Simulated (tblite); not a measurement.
Molecular dynamics of C$_{7}$H$_{12}$O (part 1 of 2)

C$_{7}$H$_{12}$O, computed with GFN2-xTB Langevin dynamics, gas phase (tblite 0.8.0).

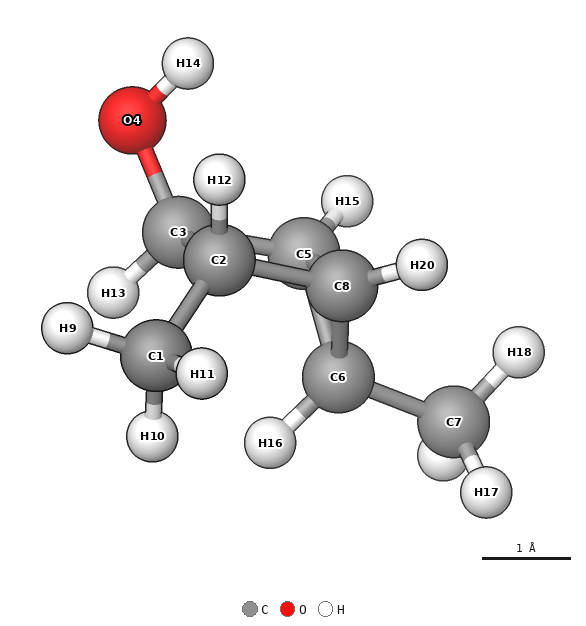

Fig. 1: The structure as given in the input (ball-and-stick view, seen at a tilt; atoms are numbered from 1 in the order of the input). Bond lengths as drawn: C–C 1.50 to 1.56 Å, C–H 1.08 to 1.09 Å, C–O 1.40 Å and H–O 0.96 Å.

Input
```
{"job": {"kind": "md", "xc": "GFN2-xTB", "basis": "xTB", "temperature": 600, "steps": 2000, "every": 50}, "charge": 0, "multiplicity": 1}
C     -1.124234    -1.756455    -0.944029
C     -1.085080    -0.710107     0.156036
C     -1.273278     0.785886    -0.233148
O     -2.410768     1.414908     0.279740
C      0.059470     1.107312     0.454658
C      1.155108     0.338326    -0.218014
C      2.580283     0.616081     0.191139
C      0.267428    -0.353736     0.773764
H     -2.128502    -1.826659    -1.355889
H     -0.439747    -1.504533    -1.749729
H     -0.842010    -2.729273    -0.546393
H     -1.806887    -0.979333     0.933078
H     -1.293715     0.984728    -1.308004
H     -2.429718     1.285711     1.235109
H      0.234649     1.984239     1.055822
H      1.043155     0.109484    -1.271401
H      3.206372    -0.253588    -0.001899
H      2.636029     0.851562     1.251363
H      2.981065     1.457685    -0.370964
H      0.665231    -0.811561     1.665724
```

The first line tells a small driver script what to run in tblite; the rest is the geometry in Å.

Run on 1 CPU thread, shared host.

Launch command:
```bash
OMP_NUM_THREADS=1 python <driver script> task.json out
```

Output
```
t/fs     T/K      E/eV
    0.0   492.8   -683.89602
   25.0   293.9   -683.04018
   50.0   355.0   -683.11167
   75.0   275.5   -682.80001
  100.0   494.2   -682.80801
  125.0   502.7   -682.71601
  150.0   430.3   -682.40786
  175.0   645.3   -682.77815
  200.0   565.8   -682.57812
  225.0   484.2   -682.47039
  250.0   492.0   -682.72274
  275.0   479.3   -682.64512
  300.0   398.0   -682.54845
  325.0   416.8   -682.56733
  350.0   516.5   -682.68838
  375.0   528.1   -682.45993
  400.0   766.1   -682.69067
  425.0   504.1   -682.20094
  450.0   653.1   -682.69151
  475.0   501.8   -682.51225
  500.0   557.3   -682.74600
  525.0   442.5   -682.43605
  550.0   593.1   -682.46972
  575.0   515.0   -682.47236
  600.0   374.5   -682.18217
  625.0   569.1   -683.02916
  650.0   552.5   -682.80980
  675.0   538.6   -682.42804
  700.0   591.1   -682.27805
  725.0   562.1   -682.48926
  750.0   545.4   -682.57160
  775.0   558.3   -682.70523
  800.0   427.6   -682.21425
  825.0   575.9   -682.81887
  850.0   410.3   -682.58942
  875.0   568.8   -682.77552
  900.0   507.9   -682.83278
  925.0   686.7   -682.79603
  950.0   446.3   -682.08367
  975.0   654.3   -682.60859
 1000.0   672.4   -682.34347
```

Trajectory as extended XYZ (Å, eV, eV/Å), 24 of the 41 frames kept, from step=0 to step=40
```
20
Properties=species:S:1:pos:R:3:forces:R:3 step=0 time_fs=0.0 energy=-683.89602 temperature=492.8
C    -1.1242   -1.7565   -0.9440    0.0005  -0.0039  -0.0022
C    -1.0851   -0.7101    0.1560   -0.0003  -0.0053  -0.0061
C    -1.2733    0.7859   -0.2331   -0.0003  -0.0064   0.0001
O    -2.4108    1.4149    0.2797    0.0014   0.0028   0.0017
C     0.0595    1.1073    0.4547   -0.0002  -0.0008  -0.0038
C     1.1551    0.3383   -0.2180   -0.0003  -0.0023   0.0032
C     2.5803    0.6161    0.1911   -0.0008   0.0015  -0.0004
C     0.2674   -0.3537    0.7738   -0.0005  -0.0068  -0.0071
H    -2.1285   -1.8267   -1.3559    0.0038   0.0049  -0.0022
H    -0.4397   -1.5045   -1.7497   -0.0008  -0.0025   0.0020
H    -0.8420   -2.7293   -0.5464   -0.0034  -0.0002   0.0035
H    -1.8069   -0.9793    0.9331    0.0021   0.0052  -0.0014
H    -1.2937    0.9847   -1.3080    0.0011   0.0006   0.0040
H    -2.4297    1.2857    1.2351    0.0003   0.0026   0.0009
H     0.2346    1.9842    1.0558    0.0008   0.0061   0.0051
H     1.0432    0.1095   -1.2714   -0.0013  -0.0020   0.0024
H     3.2064   -0.2536   -0.0019    0.0001   0.0026  -0.0034
H     2.6360    0.8516    1.2514   -0.0009   0.0030   0.0006
H     2.9811    1.4577   -0.3710    0.0003   0.0020  -0.0005
H     0.6652   -0.8116    1.6657   -0.0017  -0.0010   0.0036
20
Properties=species:S:1:pos:R:3:forces:R:3 step=2 time_fs=50.0 energy=-683.11167 temperature=355.0
C    -1.1483   -1.7802   -0.7196   -0.0071  -0.2256   0.5233
C    -1.1560   -0.6906    0.3420   -1.0940   0.6167   1.1236
C    -1.3960    0.8161   -0.1346   -0.0513   0.0173   0.6149
O    -2.5728    1.4736    0.3107    0.9508  -1.3849   0.8410
C    -0.0673    1.2027    0.5580   -0.2736  -0.3932   0.1306
C     1.0205    0.4554   -0.1457    0.2718  -1.2173   1.4515
C     2.5252    0.6418    0.0312    0.6116   0.2116   0.6315
C     0.1461   -0.2328    0.9928    1.0703   1.3465  -2.3050
H    -1.9349   -1.6182   -1.4260   -0.7506   0.2271  -0.2939
H    -0.2353   -1.6631   -1.3239   -0.1673  -0.8476   0.5760
H    -1.3794   -2.7731   -0.2419    0.9612   0.8383  -0.6708
H    -1.8635   -0.9641    1.2103    0.5096   0.3954  -1.3274
H    -1.3640    1.0394   -1.1793    0.0335  -0.2742  -0.8847
H    -2.6479    1.0512    1.1867   -0.6279   0.7356  -0.1769
H     0.0517    2.0373    1.2343    0.1212   0.1969  -0.4668
H     0.8522    0.0188   -1.1362   -0.2413   0.5715   0.2996
H     3.0563   -0.3126   -0.0789   -0.3828  -0.0166   0.0986
H     2.9059    1.0798    0.9859   -0.8723  -0.3276  -0.4691
H     2.9630    1.2728   -0.7418   -0.3863   0.1729  -0.1765
H     0.5447   -0.4760    1.9384    0.3246  -0.6430   0.4805
20
Properties=species:S:1:pos:R:3:forces:R:3 step=3 time_fs=75.0 energy=-682.80001 temperature=275.5
C    -1.2694   -1.7370   -0.5607    1.5270   1.2524   0.0359
C    -1.1954   -0.6011    0.4640   -0.8346   0.0364   1.5840
C    -1.4659    0.8405   -0.0478    0.0968  -0.0412   0.2899
O    -2.5814    1.5359    0.4371   -0.0878  -0.8726   0.5471
C    -0.1506    1.3447    0.5049    1.5814  -3.4897  -0.2334
C     0.9723    0.4521   -0.0806   -0.0367   0.7935  -0.6162
C     2.4635    0.6638    0.0620    0.6531  -0.8863  -2.0784
C     0.1624   -0.1440    1.0014    0.3208   2.0400  -0.1171
H    -2.1299   -1.7250   -1.1508   -1.7933   0.5205  -0.6397
H    -0.4759   -1.4423   -1.3074   -0.3077  -1.3096   0.8922
H    -1.2981   -2.7202   -0.1119    0.9887  -0.0687   0.0218
H    -1.7966   -0.7839    1.4085    0.0075  -0.1036  -1.1173
H    -1.5204    0.9402   -1.0920   -0.1302  -0.0568  -1.7615
H    -2.7992    1.0228    1.2259   -0.4224   0.5494   0.1726
H    -0.0584    2.3394    0.7844    0.4546   1.0687   0.9816
H     0.8053    0.1611   -1.1090   -0.2758  -0.3375  -0.1268
H     3.0671   -0.2784   -0.0516   -0.9672   0.3466   0.4651
H     2.8333    1.1740    0.8864    0.1247   0.7550   1.7507
H     2.8382    1.2178   -0.8093   -0.3390   0.2787   0.0287
H     0.6971   -0.3372    1.9258   -0.5599  -0.4750  -0.0793
20
Properties=species:S:1:pos:R:3:forces:R:3 step=5 time_fs=125.0 energy=-682.71601 temperature=502.7
C    -1.3558   -1.8579   -0.1609   -2.6354  -0.7745   0.4086
C    -1.2943   -0.5611    0.6317    1.0728   0.4247  -1.0580
C    -1.6313    0.8711    0.0135    1.0928   0.3170  -0.2444
O    -2.6344    1.5360    0.7827    1.1600   0.0608  -0.4212
C    -0.1486    1.3450    0.4331   -0.9736  -1.5844   0.2613
C     0.9117    0.4544   -0.1987   -0.9409  -0.7898   0.2829
C     2.3096    0.8466    0.1079    0.8737   0.2694   2.2080
C     0.0963   -0.0759    0.9947    1.3066   1.0768  -1.4204
H    -2.4591   -2.1035   -0.4973    1.9627   0.5245   0.6734
H    -0.7933   -1.6710   -1.0168    0.8124  -0.0649  -1.5851
H    -0.9661   -2.7898    0.3208   -0.3042   1.1372   0.0334
H    -1.7898   -0.5547    1.5413   -1.5305  -0.5481   1.6347
H    -1.8803    0.9565   -1.1175    0.3550  -0.2325   1.7476
H    -2.1265    2.1074    1.3912   -0.6605  -0.3192  -0.2235
H     0.0843    2.2034    1.0949   -0.2856  -0.3017  -1.1304
H     0.8374   -0.0221   -1.1914   -0.5398   0.5208   0.5091
H     3.0707    0.0960    0.3615   -0.6408  -0.7068  -0.4724
H     2.2473    1.3619    1.1080    0.3469   0.3863  -1.1636
H     2.7645    1.4064   -0.6839   -0.0401   0.7757  -0.1272
H     0.6859   -0.3053    1.8728   -0.4314  -0.1713   0.0871
20
Properties=species:S:1:pos:R:3:forces:R:3 step=7 time_fs=175.0 energy=-682.77815 temperature=645.3
C    -1.4093   -1.8241    0.0633    1.6488  -1.4013   2.4005
C    -1.1710   -0.6161    1.0329    0.9747  -0.9967  -0.8735
C    -1.5519    0.7078    0.3390   -0.8519  -0.3557   0.5557
O    -2.6508    1.3719    0.7854   -1.3881   2.4307   2.3004
C    -0.1830    1.2694    0.5494    0.2765  -1.6216  -0.2770
C     0.7139    0.3717   -0.2665   -0.3941   0.1784   2.5136
C     2.1169    0.8786   -0.2475    0.6768  -1.0795  -2.0717
C     0.2406   -0.0740    1.1657   -0.1066   1.4092  -2.8514
H    -2.4715   -1.8180    0.0254   -0.6677  -0.6836  -0.5171
H    -0.9127   -1.9184   -0.9076   -0.3096   0.8743   0.3318
H    -0.9861   -2.7560    0.6248   -1.1062   1.2242  -0.8039
H    -1.5688   -0.8825    2.0175   -0.4096   0.3713  -0.3532
H    -1.8077    0.5075   -0.6834   -0.0310  -0.0314  -0.9386
H    -2.5199    1.9973    1.6048    0.1450  -1.7179  -1.8003
H     0.0036    2.2794    0.7949    0.3315   0.6465   0.2292
H     0.3175   -0.0952   -1.1485    0.1069  -0.0736  -0.0613
H     2.7795    0.1487   -0.8388   -0.6404   1.2214   0.8841
H     2.4384    0.9399    0.7689    0.5058   0.2865   0.2891
H     2.0757    1.8518   -0.7476    0.6755  -0.1532   0.1586
H     0.9670   -0.1774    1.9111    0.5638  -0.5281   0.8849
20
Properties=species:S:1:pos:R:3:forces:R:3 step=9 time_fs=225.0 energy=-682.47039 temperature=484.2
C    -1.5651   -2.0297    0.5943   -1.4257   2.5308  -2.7576
C    -1.3408   -0.6002    1.0661    1.3218   1.4213  -0.0827
C    -1.6891    0.7612    0.4487   -0.9264   1.0543  -0.6963
O    -2.8538    1.4295    0.9697    0.7819  -0.0431  -0.9899
C    -0.2260    1.2792    0.6907   -0.0187  -0.5257   0.0606
C     0.7231    0.4690   -0.1438   -0.4743  -1.2887  -0.2085
C     2.1934    0.8858   -0.4563   -1.6124   1.2938   2.9809
C     0.1714   -0.1588    1.1416   -0.8705   1.7520  -0.2117
H    -2.5688   -2.3674    0.7784   -0.2110  -0.1663  -0.3133
H    -1.1805   -2.1934   -0.4399   -0.8482   0.2424   0.5382
H    -0.8900   -2.4309    1.1926    2.6215  -2.9281   2.6853
H    -1.6930   -0.4506    2.0870   -0.1658  -0.6093   0.2962
H    -1.9697    0.7761   -0.6180    0.3609  -0.1963   0.0769
H    -3.0258    1.3959    1.9073    0.5838  -0.3193   0.5086
H     0.1691    2.2757    0.9308   -0.7805  -0.6046   0.4806
H     0.2170   -0.0289   -0.9756    0.4990   0.2287  -0.3241
H     2.7181    0.0624   -0.8283    0.7668  -0.9262  -0.5135
H     2.6923    1.2857    0.5089   -0.6892  -0.8070  -1.3725
H     2.1711    1.7274   -1.1303    0.0096  -0.0215  -0.3688
H     0.6183   -0.4017    2.0714    1.0775  -0.0874   0.2117
20
Properties=species:S:1:pos:R:3:forces:R:3 step=10 time_fs=250.0 energy=-682.72274 temperature=492.0
C    -1.5245   -2.0292    0.6826    0.0101   0.7870  -0.3433
C    -1.2796   -0.5849    1.1919    1.2011  -0.1114  -1.8079
C    -1.6767    0.7076    0.4854   -1.8771   1.5567  -1.2459
O    -2.6635    1.5247    1.0345   -0.2974   0.4159   2.9015
C    -0.3362    1.3091    0.6949    1.0381  -0.9264  -0.8791
C     0.5194    0.4586   -0.1919    0.5830  -0.3187  -0.3872
C     1.9927    0.7456   -0.2848   -0.5188   1.9669   1.9245
C     0.1828   -0.0314    1.1453   -1.5850  -0.8574   1.5417
H    -2.5098   -2.3994    1.0749    0.9386   0.2899  -0.8708
H    -1.3855   -2.1318   -0.4687   -0.5004   0.1656   2.1283
H    -0.7206   -2.5498    1.2005   -0.1646  -0.5769  -0.3329
H    -1.6510   -0.3967    2.1459   -0.6335  -0.5182   1.9532
H    -2.0103    0.7173   -0.5748    0.2721  -0.5754   0.3098
H    -2.3770    1.7798    2.0022   -0.7617  -0.6264  -2.2113
H    -0.1721    2.2887    1.0624    0.3160   0.5134  -0.0341
H     0.0025   -0.1221   -0.9802    0.7348   0.8250  -0.0052
H     2.4486   -0.1611   -0.4885    1.2844  -1.3190  -0.7057
H     2.3690    1.1063    0.7571   -0.5994  -0.5372  -1.6556
H     2.1899    1.5520   -0.9690    0.3266  -0.0330  -0.4414
H     0.9025   -0.2415    1.9100    0.2333  -0.1206   0.1614
20
Properties=species:S:1:pos:R:3:forces:R:3 step=12 time_fs=300.0 energy=-682.54845 temperature=398.0
C    -1.3110   -1.8148    0.7628   -0.2887  -1.3150   4.1225
C    -1.2330   -0.4571    1.3331   -0.6553  -0.2294   0.9092
C    -1.7791    0.7331    0.5250    0.6180   0.0666  -0.3546
O    -2.7816    1.4644    1.2506    3.7191   0.6728   1.7796
C    -0.2647    1.1766    0.4311   -0.8867   1.9114   0.8904
C     0.7776    0.1886    0.0235   -1.9923  -1.3219  -0.6874
C     2.1714    0.6844   -0.1658    0.1213  -2.5013   0.6179
C     0.1456    0.1172    1.4141    0.9630   0.1145  -1.0918
H    -2.2344   -2.2201    1.0726   -1.5392  -0.6079   0.0622
H    -1.2762   -1.8411   -0.2124    0.5484  -0.2117  -5.0110
H    -0.6128   -2.4991    1.2408    0.5901   0.1680  -0.2046
H    -1.7516   -0.5304    2.2912    0.1798   0.4517   0.3212
H    -2.2313    0.5930   -0.4416   -0.2028  -0.5044  -0.4273
H    -2.1992    1.7609    2.0809   -2.1020  -0.5055  -1.9213
H     0.0352    2.2193    0.4460   -0.1716   0.1179   0.0062
H     0.5484   -0.5983   -0.7173   -0.2148   0.3507   0.4671
H     2.7861   -0.1498    0.2834    0.0370   0.9282  -0.7872
H     2.2433    1.5021    0.4666    0.7842   1.7951   0.6788
H     2.3987    0.8454   -1.2123    0.1496   0.1598   0.1980
H     0.7401    0.0321    2.2916    0.3429   0.4603   0.4319
20
Properties=species:S:1:pos:R:3:forces:R:3 step=14 time_fs=350.0 energy=-682.68838 temperature=516.5
C    -1.1836   -2.0791    0.9188    0.1288   1.6093  -1.7440
C    -1.1269   -0.6149    1.5123   -2.1866  -1.1102   0.1262
C    -1.7633    0.5826    0.6268    0.1043  -2.1718  -0.2311
O    -2.6474    1.4054    1.3229    1.6991  -0.3431   1.4591
C    -0.3938    1.1968    0.6712    2.1601   0.7381  -1.3044
C     0.7709    0.2528    0.1724   -0.8015   1.0994   0.1758
C     2.2456    0.5488   -0.0787   -0.0814   1.0556   0.3394
C     0.1962    0.1278    1.5321    0.2411   0.3744   0.9334
H    -2.1957   -2.2634    0.3686    1.7715   0.2121   1.2996
H    -0.3572   -2.1439    0.1149   -1.3148  -0.3011   1.2916
H    -0.9818   -2.7417    1.7453   -0.1631  -0.4167  -0.2889
H    -1.6926   -0.6830    2.4967    0.8078   0.3344  -0.8572
H    -2.2602    0.2288   -0.2968    0.4320   0.4223   0.1900
H    -1.9782    1.5544    2.0611   -1.9572   0.6130  -0.3936
H    -0.3590    2.2843    0.7828    0.5135  -0.3665  -0.2498
H     0.4118   -0.4750   -0.5079   -0.2153  -0.4731  -0.7743
H     2.7872   -0.4058   -0.0155   -0.0557   0.4338   0.3912
H     2.6707    1.3403    0.6465   -0.6066  -1.3459  -1.1693
H     2.3886    0.8766   -1.1276   -0.1125   0.1746   0.6609
H     0.8560    0.3636    2.3648   -0.3634  -0.5385   0.1456
20
Properties=species:S:1:pos:R:3:forces:R:3 step=16 time_fs=400.0 energy=-682.69067 temperature=766.1
C    -1.3069   -2.0986    1.0525    0.4104  -2.1101   0.5805
C    -1.0814   -0.7375    1.5947   -2.1624   0.0495  -0.7878
C    -1.5777    0.4247    0.7010    0.0743   2.0990   0.7283
O    -2.6851    1.1773    1.1042   -0.5301  -0.5210  -0.8946
C    -0.2007    1.1422    0.9933    0.0933  -3.1504  -1.6946
C     0.6783    0.1967    0.1702    1.4619   1.2067   3.3363
C     2.1272    0.6509    0.0446   -1.6291   1.9471  -2.0201
C     0.2720   -0.1947    1.6035    2.2428   1.8004   0.9833
H    -2.2112   -2.1044    0.4703   -0.8866  -0.4541   0.5748
H    -0.5965   -2.4014    0.3050    0.8806   0.0452  -0.1528
H    -1.2059   -2.8744    1.9033   -0.6939   1.0032  -1.4386
H    -1.7062   -0.6356    2.4710    0.3562   0.0007   0.8929
H    -1.9000    0.2485   -0.3137    0.8072  -0.3519  -0.6112
H    -2.6037    1.3015    2.0207   -0.0676   0.4890   1.8710
H     0.1519    2.1226    1.1598   -0.3947   0.6868   0.1489
H     0.2649   -0.4054   -0.5625   -0.4542  -0.6364  -1.4614
H     2.7034   -0.1550   -0.2694    1.3421  -1.2819   0.1490
H     2.4283    1.2069    0.9150    0.3441  -0.3302   0.2201
H     2.2011    1.3863   -0.8444   -0.2073  -0.7796   1.1831
H     0.9998   -0.3439    2.4840   -0.9870   0.2880  -1.6071
20
Properties=species:S:1:pos:R:3:forces:R:3 step=17 time_fs=425.0 energy=-682.20094 temperature=504.1
C    -1.5429   -2.2019    0.9811    6.4986  -0.0215   1.8845
C    -1.1608   -0.8272    1.6380   -0.6170   0.5874   0.0444
C    -1.6029    0.3563    0.7310    0.5200   2.1848   1.5439
O    -2.6797    1.2148    1.0850   -0.7010  -1.3308   1.8860
C    -0.2326    1.1118    1.0474   -0.6491  -1.2685  -2.2014
C     0.8503    0.2451    0.3883   -0.3305  -0.1617  -1.9205
C     2.2625    0.7340   -0.1442   -2.3689   1.9133   1.8065
C     0.2804   -0.1127    1.7326   -1.0450  -0.5326  -0.0171
H    -2.3638   -2.2765    0.4170   -3.4189   0.0440  -0.9063
H    -0.7418   -2.4038    0.1781   -0.5900   0.2093   1.0169
H    -1.3183   -2.9720    1.7757   -0.9057   0.4847  -1.0465
H    -1.6198   -0.7955    2.7003    0.5200   0.1612  -1.5658
H    -1.8552    0.1235   -0.2769    0.5174  -0.4307  -0.9882
H    -3.0235    0.8797    1.9646    0.3836   0.7594  -1.2148
H    -0.2138    2.1939    1.1127    0.2161  -0.4879   0.4227
H     0.4356   -0.4321   -0.3999    0.2716   0.5405   0.4613
H     2.8169   -0.0824   -0.4524    0.9874  -1.4486  -0.5305
H     2.7263    1.2237    0.7155    0.3208   0.0172  -0.2652
H     2.1992    1.4943   -0.9814   -0.3530  -0.9867   0.9976
H     0.7695   -0.1061    2.6672    0.7435  -0.2326   0.5926
20
Properties=species:S:1:pos:R:3:forces:R:3 step=19 time_fs=475.0 energy=-682.51225 temperature=501.8
C    -1.3095   -2.0710    0.7967   -2.4790  -1.8204   2.5394
C    -1.0702   -0.7676    1.5352   -0.6202  -0.6044  -0.4080
C    -1.5079    0.5517    0.8038    0.0380   0.0048  -0.1910
O    -2.6103    1.2045    1.2997   -0.6895   0.2681  -0.3645
C    -0.0841    1.0691    1.0267   -1.7328   1.6190  -0.7120
C     0.7926    0.2291    0.1450    0.6575   0.9526   2.7124
C     2.1725    0.8603    0.1682    0.6338  -2.5514  -0.9868
C     0.3092   -0.1953    1.5716    3.3320  -2.1811   1.0085
H    -2.2850   -2.4749    1.3883    1.8749   0.2866  -1.7416
H    -1.5423   -2.0817   -0.2282   -0.3911   0.7800  -1.1331
H    -0.5715   -2.8620    0.8858    0.3878   0.2682   0.5717
H    -1.5472   -0.9152    2.5489    0.6112   0.7694  -0.8947
H    -1.7097    0.6170   -0.2636   -0.0866  -1.0807  -0.3104
H    -2.4110    1.5209    2.1589    0.1107   0.4174   1.3686
H     0.0495    2.0584    1.4050    0.5295   0.5136  -0.2123
H     0.5222   -0.2180   -0.7708   -0.6637  -0.3755  -0.4516
H     2.9572    0.0716   -0.0952   -0.8195   1.1252  -0.3040
H     2.3874    1.0414    1.1852    0.3299   1.0863   0.8150
H     2.1447    1.6956   -0.5179    0.5845   0.1227   0.2243
H     1.1227   -0.4375    2.3866   -1.6074   0.3996  -1.5299
```
